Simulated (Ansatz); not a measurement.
# BCl2···H2 (doublet): what the fields show

The calculation's input:

```
crystal:
  periodic: [false, false, false]
  atoms:
    - { symbol: B, position_ang: [0.0, 0.0, 0.0] }
    - { symbol: H, position_ang: [0.0, 0.0, 1.44] }
    - { symbol: Cl, position_ang: [1.6108, 0.0, -0.93] }
    - { symbol: Cl, position_ang: [-1.6108, 0.0, -0.93] }
    - { symbol: H, position_ang: [0.0, 0.0, 2.4] }
magnetization:
  spin_polarized: true
  initial_magnetization: 1
basis:
  gaussian: { orbitals: "6-31G*" }
hamiltonian:
  xc: blyp
relax:
  f_tol: 0.15
  max_steps: 25
  restrain:
    - { distance: [1, 4], at: 0.66, k: 30.0 }
    - { distance: [0, 1], at: 2.39, k: 30.0 }
output:
  orbitals: {}
```

Command:

```sh
ansatz run input.yaml --threads 1 --pin off --max-ram 2048MiB --backend cpu --events-out ev --progress --plain --runs-dir out
```

The fields are those of the run's last geometry, not of the input's.

Not at a stationary point (largest force 1.6 eV/Å).

These are results of UKS BLYP/6-31G* in Ansatz 0.2.0, not measurements.

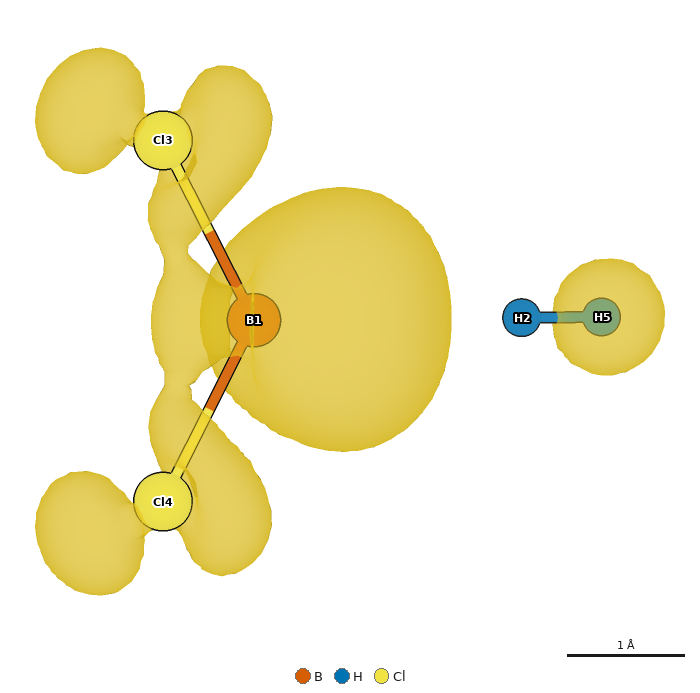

Figure 1. Isosurface of the spin density at +0.02 e/Å³ (yellow), seen at a tilt.

Which atoms carry the spin?

The unpaired spin (1 electron) lies mostly on B1 (about 0.7), Cl3 (about 0.1) and Cl4 (about 0.1), in electrons by Hirshfeld's partition.

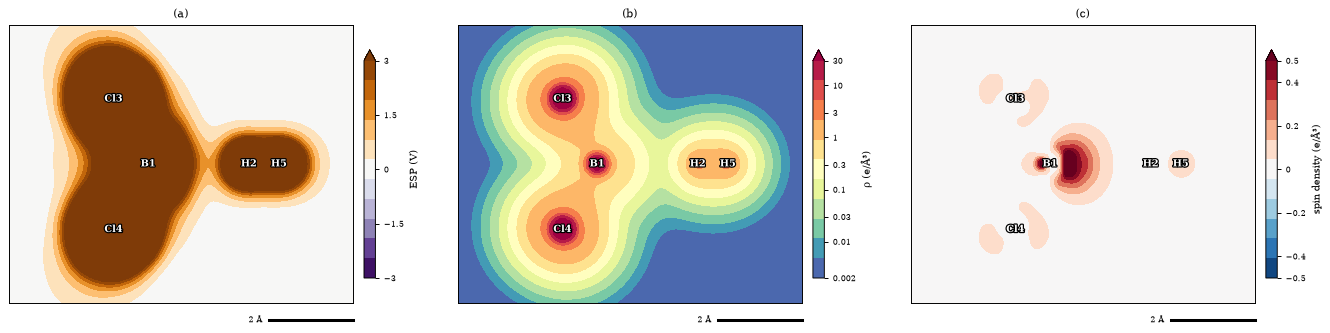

Figure 2. (a) molecular electrostatic potential; (b) total electron density; (c) spin density (α minus β) on the molecular plane.

Read the bonding off the picture.

- Atoms in the plane: B, H and Cl.
- B1···H2 (2.40 Å): the density falls to about 0.11 e/Å³ on the way.
- B–Cl (1.75 Å): the density is about 1.3 e/Å³ at the midpoint.
- H–H (0.71 Å): ρ at the midpoint is about 1.8 e/Å³.
- The potential has no marked negative region in this plane.

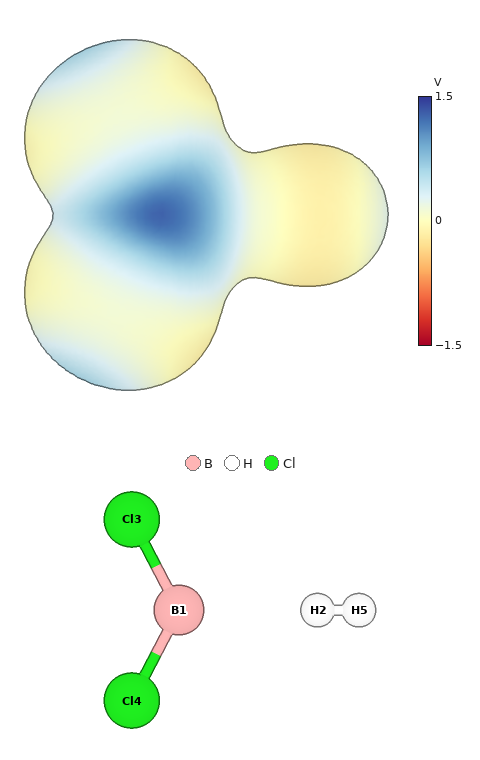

Figure 3. The molecular electrostatic potential painted on the density surface at 0.002 e/bohr³, seen across its widest extent; the colour scale runs from red (negative) to blue (positive). The bare structure is drawn below in the same view.

Where is the surface potential most negative and most positive?

The most negative region (about −0.2 V) lies over H2, Cl3, Cl4 and H5, the most positive (about +1.2 V) over B1. Cl3 shows a σ-hole: about +0.6 V at the tip opposite its bond, against about 0.0 V on its flanks. Cl4 shows a σ-hole: about +0.6 V at the tip opposite its bond, against about +0.1 V on its flanks.
